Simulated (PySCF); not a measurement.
**C$_{4}$H$_{5}$FNO: EPR calculation**

C$_{4}$H$_{5}$FNO, multiplicity 2, computed with UKS B3LYP, pcH-1 on C F H N O, non-relativistic, mean-field spin-orbit, GIAO (PySCF 2.14.0).

It belongs to a series of runs on one base structure; here: H added to sp2 C.

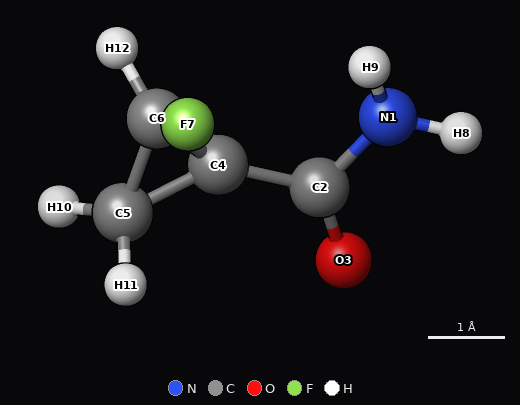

*The input geometry (ball-and-stick view, seen at a tilt; atoms are numbered from 1 in the order of the input).*

Bond lengths as drawn: C–C 1.43 to 1.51 Å, C–F 1.37 Å, C–H 1.08 Å, C–N 1.37 Å, C–O 1.22 Å and H–N 1.00 to 1.01 Å.

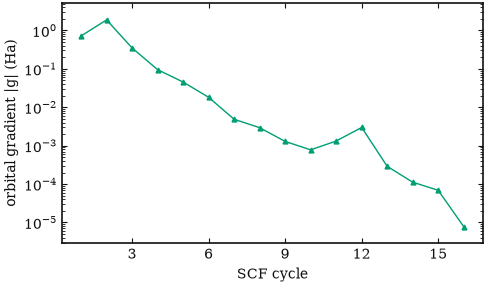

*Convergence of the self-consistent field: orbital gradient |g| against the SCF cycle.*

All cycles printed in the log are drawn one after another.

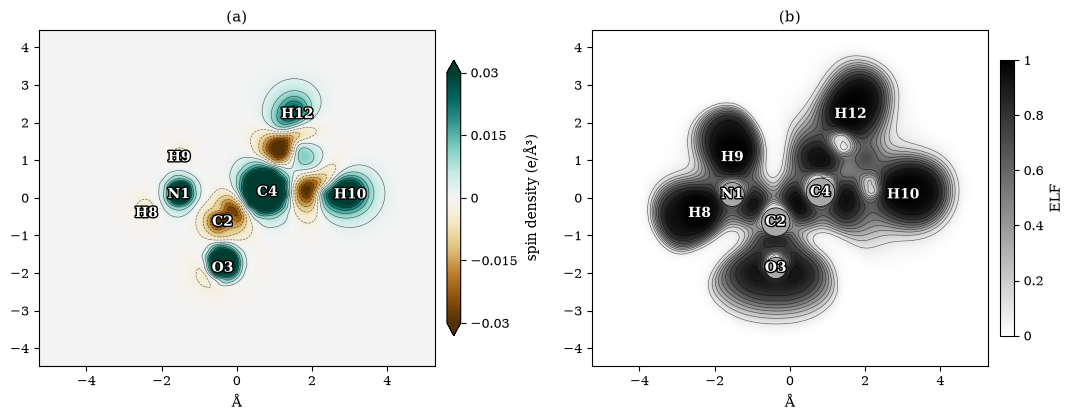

*(a) spin density; (b) ELF on the plane of atoms O3, C2 and C4. Grey discs, where drawn, cover atomic cores.*

The section cuts through N, C, O and H sites. C–O (1.22 Å): the ELF peaks at about 0.85 between the atoms (a multiple bond by its length, whose ELF region spreads away from the axis). C–N (1.37 Å): the ELF peaks at about 0.90 between the atoms, which marks localised, shared-pair bonding. C–C (1.43 Å): the ELF peaks at about 0.95 between the atoms, which marks a shared electron pair. The unpaired spin (1 electron) lies mostly on C4 (about 0.6) and O3 (about 0.1), in electrons by Hirshfeld's partition.

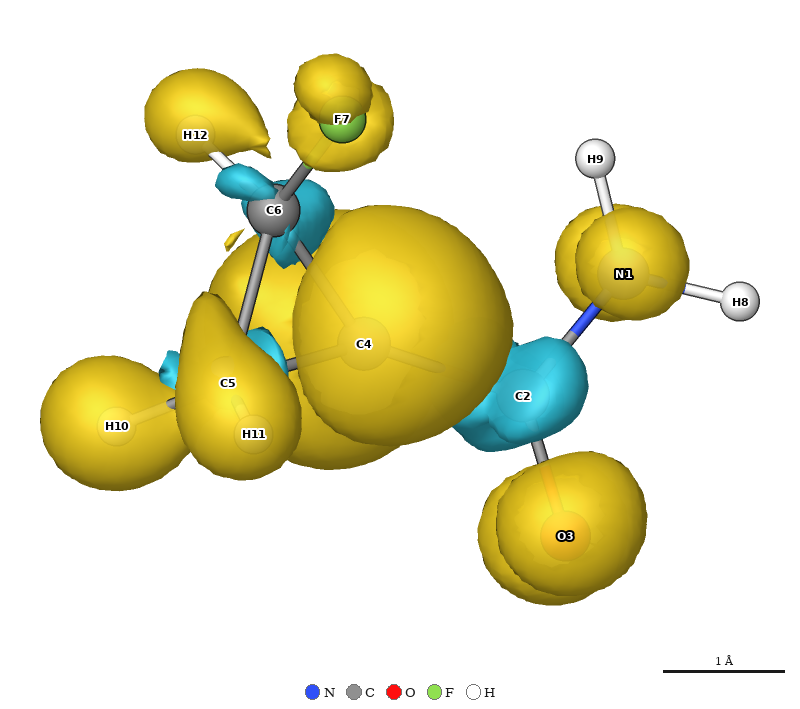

*Isosurfaces of the spin density (α minus β) at +0.015 (yellow) and −0.015 e/Å³ (cyan), seen at a tilt.*

The unpaired spin (1 electron) lies mostly on C4 (about 0.6) and O3 (about 0.1), in electrons by Hirshfeld's partition.

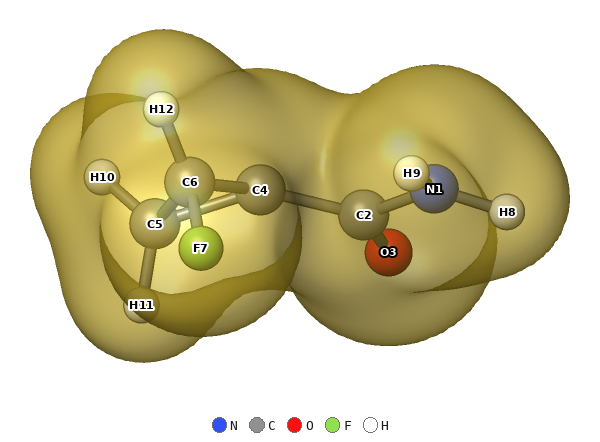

*Isosurface of the electron density at 0.05 e/Å³ (yellow), seen from the side.*

At this value the surface is in one piece. On the grid the lowest density along these lines, outside the cores, is 2.9 e/Å³ (C–O, 1.22 Å), 2 e/Å³ (C–N, 1.37 Å), 1.6 e/Å³ (C–F, 1.37 Å) and 1.8 e/Å³ (C–C, 1.43 Å).

The input that produced these results follows, with the program's output.

Input
```
{"job": {"kind": "epr", "basis": "pcH-1"}, "charge": 0, "multiplicity": 2}
N      2.064475     0.136011    -0.116931
C      1.125979    -0.646010     0.505473
O      1.425127    -1.497130     1.328355
C     -0.211938    -0.412093     0.057637
C     -1.596224    -0.447714     0.517244
C     -1.109358     0.629439    -0.426681
F     -0.956390     1.913128     0.036947
H      3.006960     0.088365     0.234020
H      1.790980     0.960287    -0.622649
H     -2.288044    -1.179322     0.120032
H     -1.787545    -0.207466     1.557157
H     -1.462825     0.661819    -1.451910
```

The first line tells a small driver script what to run in PySCF; the rest is the geometry in Å.

Launch command:
```bash
OMP_NUM_THREADS=1 python <driver script> task.json out
```

Output
```
UKS, coarse grid
  cycle   1  E = -384.99139011  |g| = 7.16e-01
  cycle   2  E = -383.47014063  |g| = 1.88e+00
  cycle   3  E = -385.12903626  |g| = 3.50e-01
  cycle   4  E = -385.18277737  |g| = 9.52e-02
  cycle   5  E = -385.18539151  |g| = 4.53e-02
  cycle   6  E = -385.18624032  |g| = 1.82e-02
  cycle   7  E = -385.18641599  |g| = 4.86e-03
  cycle   8  E = -385.18644269  |g| = 2.94e-03
  cycle   9  E = -385.18645175  |g| = 1.29e-03
  cycle  10  E = -385.18645368  |g| = 7.77e-04
UKS, final grid
  cycle   1  E = -385.18644406  |g| = 1.32e-03
  cycle   2  E = -385.18644150  |g| = 2.98e-03
  cycle   3  E = -385.18644484  |g| = 2.90e-04
  cycle   4  E = -385.18644488  |g| = 1.12e-04
  cycle   5  E = -385.18644490  |g| = 6.89e-05
  cycle   6  E = -385.18644490  |g| = 7.79e-06
E = -385.18644490 Eh   <S^2> = 0.7561 (exact 0.7500)
g shifts (ppm)      1          2          3
  rmc          -177       -177       -177
  gc              1         41         30
  oz_so          80        908       3049
  total         -96        772       2902
hyperfine (MHz)  atom isotope    a_iso     a_fc   dipolar eigenvalues
    0   14N       0.06       0.06     -2.74     -2.09      4.83
    1   13C     -32.08     -32.08     -8.38      1.67      6.71
    2   17O      -8.73      -8.73    -43.47     20.85     22.62
    3   13C     126.69     126.69    -71.29    -67.32    138.61
    4   13C     -27.01     -27.01     -5.13      0.79      4.34
    5   13C     -14.55     -14.55     -3.62     -0.51      4.12
    6   19F      81.60      81.60    -59.85    -47.16    107.01
    7    1H      -5.49      -5.49     -3.68     -2.24      5.92
    8    1H      -3.52      -3.52     -3.94     -0.95      4.89
    9    1H     116.51     116.51     -5.92     -3.44      9.36
   10    1H      91.18      91.18     -5.64     -1.65      7.29
   11    1H      52.42      52.42     -5.56     -2.20      7.76
```

Results in brief

- outcome: converged
- total energy: −385.186445 hartree
- ⟨S²⟩: 0.756
- isotropic g: 2.0035
- hardware: 1 CPU thread, shared host
- wall time: 34 s
- peak memory: 0.88 GiB
